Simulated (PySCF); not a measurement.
```xyz
16

F     2.9715    1.7573   -0.9971
Si    1.9284    1.3313    0.1662
Si    0.2872    0.1195   -0.8739
C     0.5577   -1.7747   -1.0446
Si   -0.9123   -2.0486    0.1707
N    -1.0056   -0.2795    0.2565
Si   -2.1020    0.7527    1.0981
H     2.7943    0.6310    1.1167
H     1.5653    2.6209    0.7501
H    -0.2837    0.7001   -2.1042
H     0.4298   -2.1757   -2.0460
H     1.5091   -2.1507   -0.6737
H    -0.5892   -2.5485    1.5180
H    -3.1997    1.1634    0.2159
H    -2.6150   -0.0177    2.2310
H    -1.3434    1.9282    1.5401
```

Geometry: GFN2-xTB.

Level of theory: PySCF 2.14.0, density-fitted response routines, UKS B3LYP, pcH-1 on C F H N Si, non-relativistic, mean-field spin-orbit, GIAO.

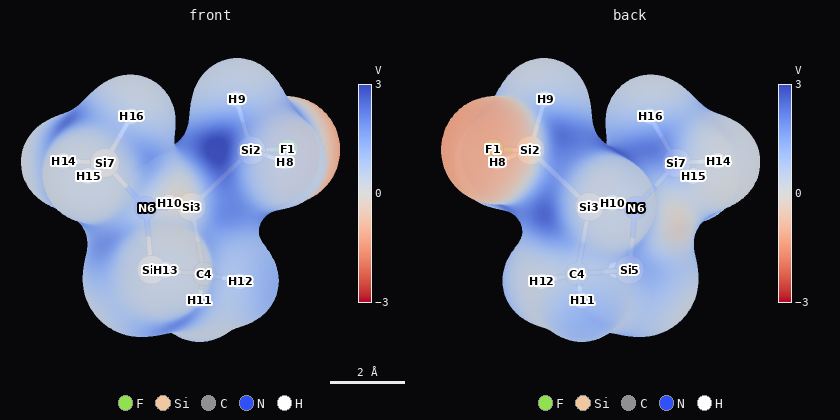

CH₉FNSi₄ (doublet). The molecular electrostatic potential painted on the density surface at 0.004 e/bohr³, seen from the front and from behind; red is negative and blue positive.

Q: Describe the electrostatic potential map.

A: The most negative region (about −1.2 V, or −28 kcal/mol for a unit charge) lies over F1, the most positive (about +2.8 V, or +65 kcal/mol for a unit charge) over Si2.
